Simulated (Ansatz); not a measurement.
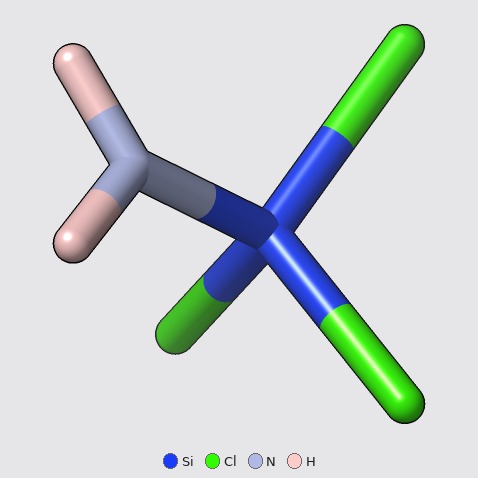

Stick drawing of a structure. Every bond is drawn as one stick, whatever its order.

Describe the molecule.

The molecule is Cl3H2NSi. This geometry has Cs symmetry. Coordination, clear cases only: 1 Si tetrahedral.

More results for the same structure follow; atom numbers are the same in all pictures, views and colours differ. The geometry was computed by an optimisation with PBE0-D4/def2-TZVP.

**Thermal motion**

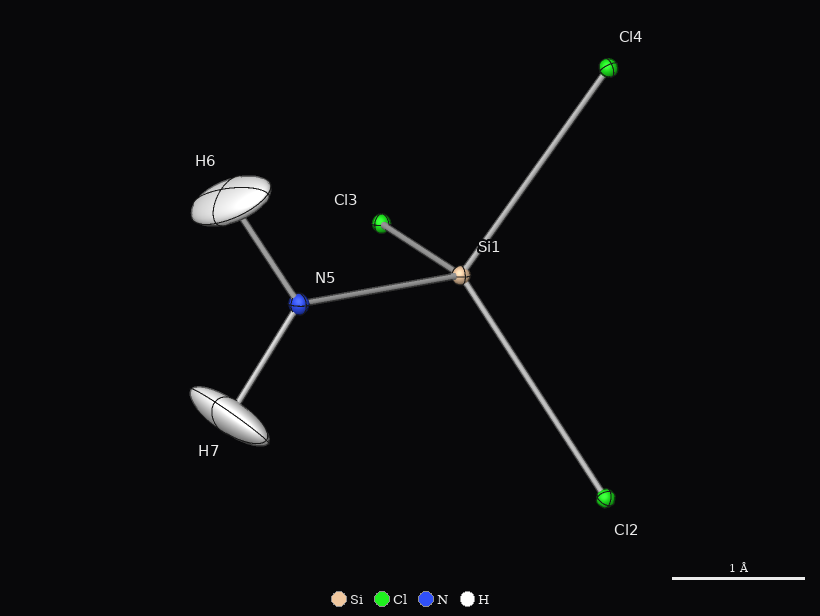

Displacement ellipsoids at the 50 % level, from the internal vibrations of the free molecule (harmonic, no overall translation or rotation; no half-axis is drawn under 0.075 Å). Vibrations computed with RKS PBE0-D4/def2-TZVP (Ansatz 0.2.0). Temperature: 0 K (zero-point motion alone).

List U_eq and the three principal root-mean-square amplitudes for each kind of atom.

| atom | U_eq (Å²) | rms amplitudes (Å) |
| --- | --- | --- |
| Si1 | 0.0010 | 0.031, 0.032, 0.034 |
| Cl2, Cl4 | 0.0010 | 0.026, 0.034, 0.035 |
| Cl3 | 0.0010 | 0.024, 0.034, 0.036 |
| N5 | 0.0027 | 0.042, 0.055, 0.058 |
| H6, H7 | 0.0363 | 0.081, 0.155, 0.280 |

**Dipole moment**

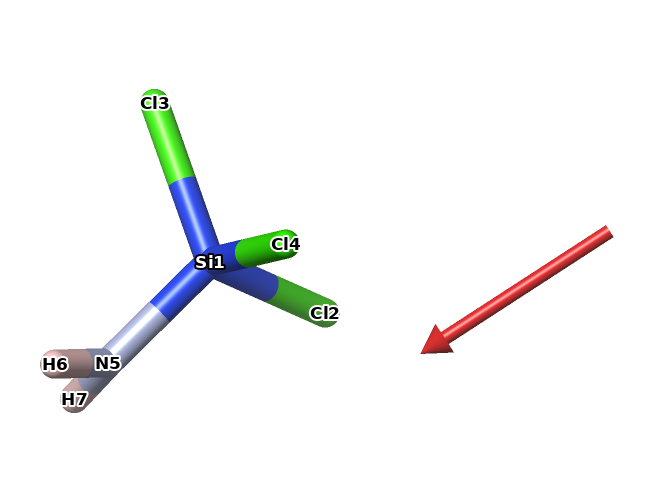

The arrow beside the molecule shows the direction of the dipole moment, from the negative to the positive end (its length means nothing). Properties computed with RKS PBE0-D4/def2-TZVP (Ansatz 0.2.0).

> Estimate the dipole moment.

2.44 D; it points from the side of Cl2, Cl4 to the side of H6, H7 (the outermost atoms at the two ends).

**Vibrations**

Harmonic vibrations computed with RKS PBE0-D4/def2-TZVP (Ansatz 0.2.0) at a stationary point of the same level.

> List the wavenumbers.

15 modes: 107, 150, 210, 235, 259, 287, 332, 462, 595, 597, 845, 928, 1570, 3610, 3711 cm⁻¹.
